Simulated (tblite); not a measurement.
# Geometry relaxation, with input and output: C4H6BF3Si (part 2 of 2)

Continued. System: C4H6BF3Si. Method: GFN2-xTB geometry optimisation, gas phase (tblite 0.8.0). It belongs to a series of runs on one base structure; here: H on C replaced by CH2SiH3.

Geometry of the input (Å):
```
F  3.5000  1.0359  0.9900
B  2.2318  1.1013  0.2686
F  1.7751  2.3500  -0.2513
C  1.3876  -0.1903  0.0783
C  1.1919  -1.6260  0.2938
F  1.6089  -2.8180  0.7754
C  0.2498  -0.8484  -0.4082
C  -1.0288  -0.5952  0.3923
Si -1.9641  0.8419  -0.3469
H  0.2139  -1.0339  -1.4949
H  -0.8401  -0.3840  1.4602
H  -1.6856  -1.5032  0.3271
H  -3.2264  1.0476  0.4058
H  -1.1404  2.0582  -0.2595
H  -2.2780  0.5722  -1.7565
```

**Trajectory as extended XYZ, continued**
```
15
Properties=species:S:1:pos:R:3:forces:R:3 step=35 energy=-783.45000
F     3.4572    1.0689    0.9046    0.0100   0.0020  -0.0060
B     2.2898    1.0355    0.2891   -0.0080  -0.0050  -0.0010
F     1.8690    2.2066   -0.1506   -0.0020   0.0060  -0.0020
C     1.4914   -0.2411    0.1134    0.0090  -0.0190   0.0060
C     1.3278   -1.5304    0.3094   -0.0270   0.0120  -0.0060
F     1.8107   -2.6494    0.7921   -0.0110   0.0270   0.0020
C     0.1837   -0.9029   -0.3716    0.0120  -0.0160  -0.0030
C    -1.1133   -0.6236    0.3513    0.0220  -0.0100  -0.0080
Si   -2.0083    0.8986   -0.3713   -0.0100   0.0340  -0.0140
H     0.0667   -1.0687   -1.4402    0.0000   0.0010   0.0160
H    -0.9036   -0.4651    1.4098    0.0000  -0.0050   0.0150
H    -1.7609   -1.5001    0.2859    0.0080  -0.0210  -0.0140
H    -3.2462    1.0848    0.3900    0.0020   0.0000  -0.0230
H    -1.1502    2.0742   -0.2597    0.0010  -0.0130   0.0030
H    -2.3185    0.6207   -1.7778   -0.0050   0.0070   0.0370
15
Properties=species:S:1:pos:R:3:forces:R:3 step=37 energy=-783.45027
F     3.4586    1.0652    0.8997    0.0100  -0.0010  -0.0120
B     2.2902    1.0362    0.2855   -0.0060   0.0070   0.0220
F     1.8727    2.2107   -0.1486   -0.0080  -0.0060  -0.0100
C     1.4886   -0.2387    0.1128    0.0110   0.0000   0.0010
C     1.3260   -1.5274    0.3118   -0.0010   0.0000  -0.0120
F     1.8126   -2.6432    0.7972   -0.0130   0.0090   0.0070
C     0.1821   -0.9038   -0.3714    0.0060   0.0110  -0.0010
C    -1.1153   -0.6260    0.3505    0.0060  -0.0100   0.0010
Si   -2.0079    0.8992   -0.3708    0.0050   0.0030   0.0070
H     0.0655   -1.0678   -1.4399    0.0010  -0.0150   0.0080
H    -0.9083   -0.4707    1.4104    0.0020  -0.0040   0.0020
H    -1.7613   -1.5037    0.2813    0.0010  -0.0090  -0.0140
H    -3.2449    1.0855    0.3898   -0.0130   0.0060  -0.0140
H    -1.1461    2.0708   -0.2578    0.0090   0.0040   0.0050
H    -2.3168    0.6219   -1.7762   -0.0120   0.0050   0.0100
15
Properties=species:S:1:pos:R:3:forces:R:3 step=39 energy=-783.45047
F     3.4607    1.0625    0.8955    0.0060   0.0030  -0.0110
B     2.2900    1.0372    0.2851    0.0040   0.0090   0.0140
F     1.8746    2.2129   -0.1479   -0.0080  -0.0100  -0.0050
C     1.4875   -0.2369    0.1125   -0.0010   0.0180  -0.0020
C     1.3250   -1.5252    0.3123    0.0240  -0.0050   0.0000
F     1.8133   -2.6383    0.8010   -0.0090  -0.0180   0.0140
C     0.1814   -0.9038   -0.3711   -0.0050   0.0190   0.0010
C    -1.1164   -0.6284    0.3501   -0.0160   0.0040   0.0060
Si   -2.0072    0.8998   -0.3700    0.0130  -0.0210   0.0230
H     0.0647   -1.0690   -1.4389    0.0020  -0.0160  -0.0110
H    -0.9115   -0.4749    1.4109    0.0020  -0.0100  -0.0100
H    -1.7618   -1.5066    0.2770    0.0060   0.0050  -0.0090
H    -3.2450    1.0866    0.3884   -0.0170   0.0080  -0.0060
H    -1.1428    2.0688   -0.2562    0.0120   0.0110   0.0070
H    -2.3167    0.6233   -1.7743   -0.0130   0.0020  -0.0100
15
Properties=species:S:1:pos:R:3:forces:R:3 step=41 energy=-783.45074
F     3.4643    1.0594    0.8884    0.0040   0.0120  -0.0040
B     2.2898    1.0391    0.2853    0.0120   0.0020  -0.0100
F     1.8764    2.2155   -0.1476   -0.0080  -0.0050   0.0040
C     1.4859   -0.2337    0.1119   -0.0090   0.0130   0.0040
C     1.3245   -1.5220    0.3129    0.0260   0.0010   0.0120
F     1.8122   -2.6324    0.8081   -0.0070  -0.0250   0.0110
C     0.1806   -0.9023   -0.3711    0.0000  -0.0030  -0.0010
C    -1.1185   -0.6317    0.3495   -0.0110   0.0110   0.0010
Si   -2.0055    0.8998   -0.3672   -0.0010  -0.0110   0.0100
H     0.0638   -1.0710   -1.4381    0.0040  -0.0070  -0.0170
H    -0.9155   -0.4820    1.4112    0.0000  -0.0150  -0.0060
H    -1.7615   -1.5112    0.2700    0.0000   0.0140  -0.0020
H    -3.2466    1.0887    0.3856   -0.0070   0.0100   0.0020
H    -1.1368    2.0664   -0.2531    0.0010  -0.0010   0.0090
H    -2.3175    0.6253   -1.7715   -0.0060   0.0030  -0.0120
15
Properties=species:S:1:pos:R:3:forces:R:3 step=43 energy=-783.45088
F     3.4660    1.0591    0.8851    0.0060   0.0130  -0.0030
B     2.2903    1.0400    0.2846    0.0050  -0.0020  -0.0130
F     1.8763    2.2164   -0.1475   -0.0060   0.0040   0.0040
C     1.4848   -0.2320    0.1119    0.0020  -0.0070   0.0090
C     1.3254   -1.5207    0.3138    0.0000   0.0030   0.0060
F     1.8102   -2.6314    0.8121   -0.0070  -0.0030   0.0020
C     0.1805   -0.9016   -0.3713    0.0110  -0.0170  -0.0020
C    -1.1194   -0.6327    0.3492    0.0120  -0.0010  -0.0070
Si   -2.0048    0.8995   -0.3654   -0.0130   0.0090  -0.0110
H     0.0638   -1.0717   -1.4387    0.0080  -0.0010   0.0010
H    -0.9167   -0.4859    1.4110    0.0000  -0.0110   0.0040
H    -1.7608   -1.5127    0.2669   -0.0110   0.0090  -0.0010
H    -3.2479    1.0901    0.3842    0.0010   0.0090   0.0040
H    -1.1338    2.0652   -0.2511   -0.0080  -0.0110   0.0090
H    -2.3183    0.6262   -1.7704    0.0000   0.0060   0.0000
15
Properties=species:S:1:pos:R:3:forces:R:3 step=45 energy=-783.45104
F     3.4682    1.0601    0.8815    0.0020   0.0100  -0.0080
B     2.2914    1.0409    0.2829   -0.0040  -0.0010  -0.0030
F     1.8756    2.2173   -0.1469   -0.0030   0.0060   0.0010
C     1.4841   -0.2305    0.1128    0.0180  -0.0190   0.0040
C     1.3266   -1.5194    0.3153   -0.0250  -0.0060   0.0000
F     1.8076   -2.6309    0.8162   -0.0030   0.0150  -0.0020
C     0.1813   -0.9024   -0.3717    0.0070  -0.0060   0.0010
C    -1.1195   -0.6336    0.3483    0.0150  -0.0110  -0.0080
Si   -2.0052    0.8996   -0.3644   -0.0070   0.0080  -0.0120
H     0.0648   -1.0728   -1.4395    0.0150   0.0010   0.0170
H    -0.9180   -0.4908    1.4109    0.0010  -0.0020   0.0000
H    -1.7612   -1.5129    0.2637   -0.0140   0.0020  -0.0050
H    -3.2492    1.0924    0.3834    0.0050   0.0050   0.0060
H    -1.1317    2.0632   -0.2481   -0.0090  -0.0070   0.0080
H    -2.3191    0.6277   -1.7699    0.0020   0.0060   0.0030
15
Properties=species:S:1:pos:R:3:forces:R:3 step=48 energy=-783.45128
F     3.4732    1.0616    0.8721   -0.0040   0.0050  -0.0130
B     2.2929    1.0427    0.2801   -0.0060   0.0000   0.0060
F     1.8753    2.2203   -0.1454   -0.0040  -0.0050  -0.0010
C     1.4843   -0.2289    0.1142    0.0070  -0.0040  -0.0090
C     1.3263   -1.5173    0.3183   -0.0050  -0.0130   0.0100
F     1.8053   -2.6267    0.8244    0.0090  -0.0080   0.0080
C     0.1824   -0.9040   -0.3714   -0.0100   0.0180   0.0060
C    -1.1201   -0.6367    0.3459   -0.0200   0.0030   0.0010
Si   -2.0061    0.8998   -0.3634    0.0100  -0.0120   0.0100
H     0.0679   -1.0761   -1.4387    0.0140   0.0000   0.0000
H    -0.9219   -0.5010    1.4105    0.0000   0.0090  -0.0130
H    -1.7646   -1.5137    0.2556    0.0000  -0.0040  -0.0100
H    -3.2505    1.0976    0.3827    0.0090  -0.0040   0.0080
H    -1.1283    2.0585   -0.2417   -0.0020   0.0100   0.0040
H    -2.3203    0.6319   -1.7689    0.0020   0.0040  -0.0070
15
Properties=species:S:1:pos:R:3:forces:R:3 step=50 energy=-783.45142
F     3.4758    1.0631    0.8656    0.0000   0.0000  -0.0080
B     2.2930    1.0436    0.2786   -0.0030  -0.0030   0.0020
F     1.8747    2.2218   -0.1447   -0.0120  -0.0110  -0.0020
C     1.4852   -0.2291    0.1144   -0.0120   0.0050   0.0000
C     1.3249   -1.5169    0.3209    0.0150   0.0010   0.0100
F     1.8044   -2.6248    0.8297    0.0050  -0.0140   0.0090
C     0.1824   -0.9036   -0.3708   -0.0010   0.0010   0.0010
C    -1.1216   -0.6385    0.3443   -0.0130   0.0070   0.0000
Si   -2.0059    0.8994   -0.3623    0.0040   0.0030   0.0030
H     0.0711   -1.0777   -1.4378    0.0030   0.0010  -0.0110
H    -0.9241   -0.5060    1.4091   -0.0070   0.0110  -0.0030
H    -1.7667   -1.5146    0.2502    0.0070  -0.0070  -0.0080
H    -3.2503    1.1002    0.3832    0.0100  -0.0080   0.0080
H    -1.1267    2.0566   -0.2375    0.0000   0.0110   0.0020
H    -2.3207    0.6345   -1.7686    0.0040   0.0040  -0.0020
15
Properties=species:S:1:pos:R:3:forces:R:3 step=52 energy=-783.45154
F     3.4773    1.0650    0.8607    0.0040  -0.0050  -0.0040
B     2.2928    1.0439    0.2777   -0.0020  -0.0050  -0.0010
F     1.8727    2.2218   -0.1445   -0.0180  -0.0090  -0.0050
C     1.4855   -0.2294    0.1148   -0.0120   0.0010   0.0150
C     1.3245   -1.5170    0.3234    0.0070   0.0070  -0.0020
F     1.8032   -2.6250    0.8339   -0.0030   0.0050   0.0020
C     0.1826   -0.9032   -0.3705    0.0110  -0.0200  -0.0030
C    -1.1230   -0.6393    0.3430    0.0140  -0.0040  -0.0070
Si   -2.0056    0.8994   -0.3616   -0.0020   0.0180  -0.0090
H     0.0742   -1.0783   -1.4379   -0.0040   0.0020  -0.0010
H    -0.9255   -0.5083    1.4077   -0.0140   0.0090   0.0050
H    -1.7673   -1.5157    0.2461    0.0070  -0.0050  -0.0040
H    -3.2494    1.1012    0.3843    0.0060  -0.0090   0.0090
H    -1.1258    2.0563   -0.2343   -0.0010   0.0080   0.0000
H    -2.3206    0.6366   -1.7685    0.0060   0.0060   0.0050
15
Properties=species:S:1:pos:R:3:forces:R:3 step=54 energy=-783.45178
F     3.4810    1.0683    0.8494    0.0010  -0.0090  -0.0020
B     2.2920    1.0441    0.2757   -0.0010   0.0000  -0.0040
F     1.8667    2.2207   -0.1446   -0.0180   0.0010  -0.0050
C     1.4848   -0.2296    0.1171    0.0020  -0.0080   0.0300
C     1.3249   -1.5169    0.3287   -0.0170  -0.0010  -0.0170
F     1.8008   -2.6249    0.8431   -0.0080   0.0310  -0.0050
C     0.1838   -0.9042   -0.3700    0.0140  -0.0280  -0.0040
C    -1.1249   -0.6411    0.3394    0.0400  -0.0150  -0.0140
Si   -2.0048    0.9011   -0.3605    0.0040   0.0150  -0.0120
H     0.0802   -1.0799   -1.4383   -0.0110   0.0000   0.0180
H    -0.9302   -0.5123    1.4052   -0.0180  -0.0010   0.0010
H    -1.7679   -1.5182    0.2368    0.0080   0.0090   0.0050
H    -3.2468    1.1025    0.3878   -0.0010  -0.0100   0.0090
H    -1.1242    2.0566   -0.2274    0.0000   0.0080  -0.0040
H    -2.3198    0.6417   -1.7680    0.0050   0.0090   0.0040
15
Properties=species:S:1:pos:R:3:forces:R:3 step=56 energy=-783.45217
F     3.4883    1.0721    0.8281   -0.0090  -0.0060  -0.0040
B     2.2907    1.0450    0.2722    0.0000   0.0080  -0.0060
F     1.8559    2.2194   -0.1446   -0.0080   0.0090  -0.0010
C     1.4834   -0.2292    0.1230    0.0140  -0.0050   0.0260
C     1.3251   -1.5160    0.3369   -0.0220  -0.0160  -0.0160
F     1.7980   -2.6209    0.8600   -0.0020   0.0210   0.0000
C     0.1864   -0.9080   -0.3689    0.0010   0.0000  -0.0010
C    -1.1269   -0.6457    0.3324    0.0230  -0.0040  -0.0080
Si   -2.0027    0.9044   -0.3590    0.0170  -0.0110   0.0050
H     0.0894   -1.0840   -1.4377   -0.0140  -0.0070   0.0160
H    -0.9416   -0.5209    1.4008   -0.0090  -0.0190  -0.0130
H    -1.7693   -1.5223    0.2194    0.0060   0.0230   0.0140
H    -3.2423    1.1046    0.3942   -0.0020  -0.0130   0.0020
H    -1.1206    2.0573   -0.2154    0.0040   0.0080  -0.0090
H    -2.3182    0.6523   -1.7670    0.0010   0.0140  -0.0050
15
Properties=species:S:1:pos:R:3:forces:R:3 step=58 energy=-783.45237
F     3.4920    1.0723    0.8160   -0.0070   0.0020  -0.0040
B     2.2901    1.0461    0.2698   -0.0050   0.0050  -0.0030
F     1.8513    2.2202   -0.1442   -0.0010   0.0050   0.0030
C     1.4826   -0.2285    0.1270    0.0030   0.0010   0.0020
C     1.3244   -1.5152    0.3403    0.0030  -0.0090   0.0020
F     1.7976   -2.6163    0.8695    0.0030  -0.0110   0.0090
C     0.1875   -0.9099   -0.3682   -0.0040   0.0170   0.0000
C    -1.1274   -0.6487    0.3285   -0.0100   0.0100   0.0050
Si   -2.0007    0.9055   -0.3577    0.0100  -0.0080   0.0070
H     0.0926   -1.0870   -1.4363   -0.0090  -0.0070  -0.0050
H    -0.9491   -0.5280    1.3982    0.0070  -0.0180  -0.0030
H    -1.7703   -1.5237    0.2103   -0.0030   0.0110   0.0060
H    -3.2401    1.1053    0.3972    0.0070  -0.0160  -0.0050
H    -1.1177    2.0573   -0.2096    0.0030   0.0040  -0.0100
H    -2.3172    0.6588   -1.7666    0.0020   0.0140  -0.0040
15
Properties=species:S:1:pos:R:3:forces:R:3 step=61 energy=-783.45256
F     3.4945    1.0735    0.8039    0.0010   0.0080  -0.0010
B     2.2887    1.0476    0.2668   -0.0060  -0.0030   0.0050
F     1.8466    2.2218   -0.1434   -0.0010  -0.0010   0.0020
C     1.4820   -0.2283    0.1307   -0.0070  -0.0030  -0.0170
C     1.3238   -1.5153    0.3444    0.0060   0.0110   0.0050
F     1.7964   -2.6139    0.8799   -0.0050  -0.0030   0.0010
C     0.1883   -0.9099   -0.3676    0.0020  -0.0150   0.0010
C    -1.1285   -0.6505    0.3254    0.0020  -0.0050   0.0090
Si   -1.9978    0.9062   -0.3561   -0.0050   0.0160  -0.0090
H     0.0950   -1.0902   -1.4356    0.0000   0.0030   0.0000
H    -0.9544   -0.5371    1.3959    0.0150  -0.0010   0.0200
H    -1.7718   -1.5239    0.2023   -0.0130  -0.0050  -0.0080
H    -3.2371    1.1035    0.3993    0.0040  -0.0130  -0.0020
H    -1.1144    2.0575   -0.2053    0.0020   0.0000  -0.0070
H    -2.3158    0.6670   -1.7662    0.0060   0.0110   0.0030
15
Properties=species:S:1:pos:R:3:forces:R:3 step=63 energy=-783.45271
F     3.4958    1.0769    0.7948    0.0020   0.0050   0.0020
B     2.2866    1.0482    0.2654    0.0000  -0.0030   0.0020
F     1.8407    2.2215   -0.1432   -0.0050  -0.0020   0.0020
C     1.4817   -0.2292    0.1328   -0.0010  -0.0030  -0.0150
C     1.3239   -1.5160    0.3480   -0.0080   0.0090  -0.0030
F     1.7939   -2.6143    0.8876   -0.0100   0.0160  -0.0070
C     0.1894   -0.9109   -0.3673   -0.0030  -0.0300   0.0060
C    -1.1288   -0.6513    0.3237    0.0130  -0.0150   0.0050
Si   -1.9953    0.9082   -0.3556    0.0030   0.0050  -0.0020
H     0.0974   -1.0923   -1.4356    0.0050   0.0050   0.0120
H    -0.9560   -0.5429    1.3952    0.0080   0.0060   0.0100
H    -1.7735   -1.5234    0.1963   -0.0080   0.0010  -0.0080
H    -3.2337    1.0995    0.4015   -0.0090  -0.0040   0.0020
H    -1.1126    2.0592   -0.2030    0.0070   0.0050  -0.0030
H    -2.3139    0.6749   -1.7662    0.0050   0.0060  -0.0030
15
Properties=species:S:1:pos:R:3:forces:R:3 step=65 energy=-783.45284
F     3.4964    1.0792    0.7896   -0.0020   0.0010   0.0040
B     2.2851    1.0485    0.2650    0.0050   0.0000  -0.0060
F     1.8368    2.2212   -0.1429   -0.0070  -0.0020   0.0040
C     1.4815   -0.2298    0.1329    0.0030   0.0020  -0.0070
C     1.3238   -1.5162    0.3498   -0.0050  -0.0010  -0.0050
F     1.7920   -2.6138    0.8919   -0.0030   0.0100  -0.0030
C     0.1897   -0.9133   -0.3668   -0.0070  -0.0090   0.0040
C    -1.1284   -0.6524    0.3235    0.0010  -0.0050   0.0010
Si   -1.9933    0.9096   -0.3553    0.0090  -0.0110   0.0100
H     0.0985   -1.0935   -1.4351    0.0040  -0.0040   0.0060
H    -0.9558   -0.5465    1.3958   -0.0010   0.0040  -0.0070
H    -1.7754   -1.5226    0.1925    0.0000   0.0060   0.0010
H    -3.2319    1.0957    0.4028   -0.0090   0.0020   0.0010
H    -1.1111    2.0608   -0.2027    0.0070   0.0050   0.0020
H    -2.3121    0.6808   -1.7665    0.0060   0.0000  -0.0040
15
Properties=species:S:1:pos:R:3:forces:R:3 step=67 energy=-783.45287
F     3.4968    1.0793    0.7880   -0.0040   0.0000   0.0030
B     2.2852    1.0487    0.2642    0.0020   0.0000  -0.0060
F     1.8361    2.2216   -0.1423   -0.0060  -0.0010   0.0040
C     1.4812   -0.2294    0.1322    0.0010   0.0010  -0.0040
C     1.3236   -1.5156    0.3502    0.0030   0.0000  -0.0020
F     1.7919   -2.6123    0.8934    0.0020  -0.0010   0.0020
C     0.1893   -0.9144   -0.3664   -0.0010   0.0060  -0.0020
C    -1.1286   -0.6533    0.3235   -0.0050   0.0030  -0.0010
Si   -1.9925    0.9095   -0.3547    0.0020  -0.0010   0.0050
H     0.0987   -1.0942   -1.4345    0.0000  -0.0090  -0.0030
H    -0.9565   -0.5480    1.3958   -0.0020   0.0020  -0.0040
H    -1.7763   -1.5225    0.1909   -0.0020   0.0000   0.0040
H    -3.2321    1.0954    0.4028    0.0000   0.0010  -0.0020
H    -1.1098    2.0609   -0.2021    0.0020  -0.0010   0.0030
H    -2.3114    0.6824   -1.7666    0.0080   0.0000   0.0030
```

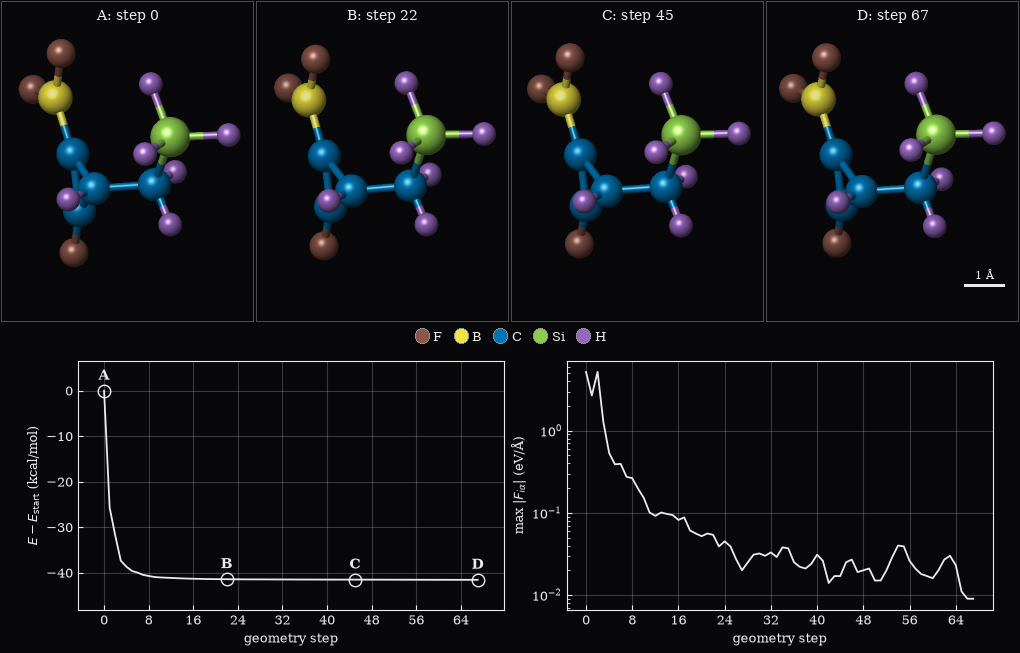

**Figure 1.** Frames of the relaxation (ball-and-stick view, seen at a tilt) above the curves, on which the letters mark them (steps are counted from 0).

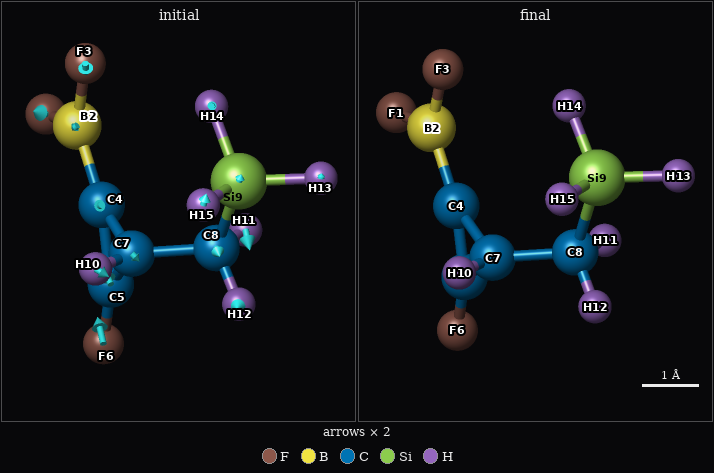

**Figure 2.** Before (left) and after (right) the relaxation, at one scale (ball-and-stick view, seen at a tilt). The teal arrows give the displacements, magnified 2 times. Over 67 geometry steps the energy falls by 41.5 kcal/mol. Largest force component: 5.2 eV/Å at the start, 0.009 eV/Å at the end. The largest move after the best rigid fit is that of F6, 0.30 Å. Largest moves by element: F 0.30 Å, H 0.21 Å, C 0.18 Å, B 0.07 Å, Si 0.07 Å. Among the contacts that change: C4–C5 1.465 → 1.314 Å, C4–C7 1.402 → 1.545 Å, F1–B2 1.460 → 1.320 Å, B2–F3 1.428 → 1.320 Å. Among the angles that change: C4–C7–C5 62.8° → 51.6°, C4–C5–C7 58.3° → 67.1°, C5–C7–C8 112.9° → 121.4°. (Atoms are counted from 1 in the order of the input.)

**Summary**

| quantity | value |
| --- | --- |
| outcome | converged |
| total energy | −783.4529 eV |
| hardware | 1 CPU thread, shared host |
| wall time | 0.78 s |
| peak memory | 0.18 GiB |
